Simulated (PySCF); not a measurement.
# UB2PLYP/STO-3G run of SiH3S (SMILES [SiH2]S)

What is the energy change on altering one bond length of SiH3S at UB2PLYP/STO-3G? Input form: a Python script.

Program for the calculation: PySCF 2.14.0.

6 further runs of the same task are left out: 6 set aside as unsound or not needed.

### 1 Starting point

The species is SiH3S (5 atoms), meant as a doublet with charge 0. As SMILES, `[SiH2]S`. Geometry: relaxed at PBE0-D4/def2-TZVP. This is one conformer, not always the lowest.

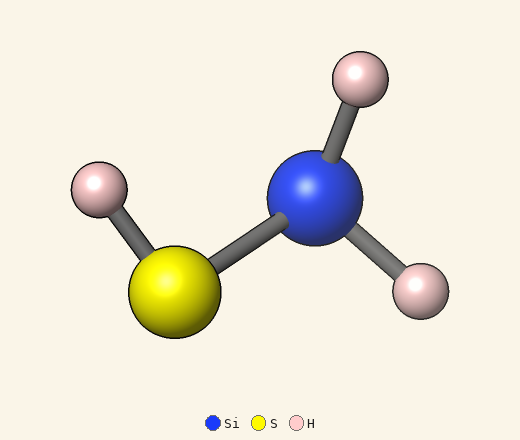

Viewed from a chosen angle; silicon blue, sulfur yellow, hydrogen pink.

### 2 A single-point energy at UB2PLYP/STO-3G

Input file job.py:

```python
from pyscf import gto, dft, mp

mol = gto.M(
    atom=[
    ('Si', (-0.096300, -0.694000, -0.309300)),
    ('S', (0.273100, 1.406000, -0.294500)),
    ('H', (-0.094500, -1.256800, 1.073000)),
    ('H', (-1.440300, -0.843200, -0.929900)),
    ('H', (1.407800, 1.314300, 0.419300)),
],
    max_memory=1860,
    basis='sto-3g',
    verbose=3,
    spin=1,
)

ks = dft.UKS(mol, xc='0.53*HF + 0.47*B88, 0.73*LYP')
ks.conv_tol = 1e-10
ks.grids.level = 5
ks.kernel()
if not ks.converged:
    ks = ks.newton().run(ks.mo_coeff, ks.mo_occ)

pt = mp.MP2(ks, frozen=10).run()
energy = ks.e_tot + 0.27 * pt.e_corr
print('PT2 part  %.8f' % (0.27 * pt.e_corr))
print('E = %.10f Eh' % energy)
```

Started as:

```
$ OMP_NUM_THREADS=1 python job.py
```

The program printed:

```text
converged SCF energy = -681.324698297409  <S^2> = 0.75173611  2S+1 = 2.0017354
E(UMP2) = -681.398195112632  E_corr = -0.0734968152228822
E(SCS-UMP2) = -681.408078086533  E_corr = -0.0833797891239093
PT2 part  -0.01984414
E = -681.3445424375 Eh
```

Run time: 4.2 s. Hardware: 1 thread of Arm Neoverse V2, shared host; peak memory 0.21 GiB.

### 3 The distorted shape, same level

Input file run.py:

```python
from pyscf import gto, dft, mp

mol = gto.M(
    atom=[
    ('Si', (0.172466, -0.664164, -0.185196)),
    ('S', (0.541866, 1.435836, -0.170396)),
    ('H', (0.174266, -1.226964, 1.197104)),
    ('H', (-1.440300, -0.843200, -0.929900)),
    ('H', (1.676566, 1.344136, 0.543404)),
],
    spin=1,
    basis='sto-3g',
    max_memory=1860,
    verbose=3,
)

ks = dft.UKS(mol)
ks.xc = '0.53*HF + 0.47*B88, 0.73*LYP'
ks.grids.level = 5
ks.conv_tol = 1e-10
ks.kernel()
if not ks.converged:
    ks = ks.newton().run(ks.mo_coeff, ks.mo_occ)

pt = mp.MP2(ks, frozen=10).run()
energy = ks.e_tot + 0.27 * pt.e_corr
print('PT2 part  %.8f' % (0.27 * pt.e_corr))
print('E = %.10f Eh' % energy)
```

Started as:

```
$ OMP_NUM_THREADS=1 python run.py
```

The program printed:

```text
converged SCF energy = -681.287610919548  <S^2> = 0.75204145  2S+1 = 2.0020404
E(UMP2) = -681.370550406055  E_corr = -0.0829394865073933
E(SCS-UMP2) = -681.381844057664  E_corr = -0.0942331381157999
PT2 part  -0.02239366
E = -681.3100045809 Eh
```

It took 4.8 s on 1 thread of Arm Neoverse V2, shared host; peak memory 0.21 GiB.

### 4 Outcome

Level: UB2PLYP/STO-3G, 10 core orbitals frozen.

| quantity | value |
| --- | --- |
| first shape: total energy | -681.34454 Eh |
| first shape: dipole moment (SCF part) | 1.24 D |
| first shape: HOMO energy (SCF part's orbitals) (highest over α and β) | -3.76 eV |
| first shape: LUMO energy (SCF part's orbitals) (lowest over α and β) | 2.74 eV |
| first shape: ⟨S²⟩ | 0.752 |
| distorted shape: total energy | -681.31000 Eh |
| distorted shape: dipole moment (SCF part) | 1.40 D |
| distorted shape: HOMO energy (SCF part's orbitals) (highest over α and β) | -3.82 eV |
| distorted shape: LUMO energy (SCF part's orbitals) (lowest over α and β) | 2.50 eV |
| distorted shape: ⟨S²⟩ | 0.752 |
| energy change with the Si1–H4 bond stretched from 1.488 to 1.785 Å | 0.940 eV |

What this shows: With the Si1–H4 bond stretched from 1.488 to 1.785 Å the energy rises by 0.94 eV (21.7 kcal/mol). The first shape isn't relaxed at this level, so the change isn't measured from a minimum. The minimal basis adds a large error of its own. Mulliken charges (first shape) run from -0.14 on H4 to +0.39 on Si1; they depend strongly on the basis.
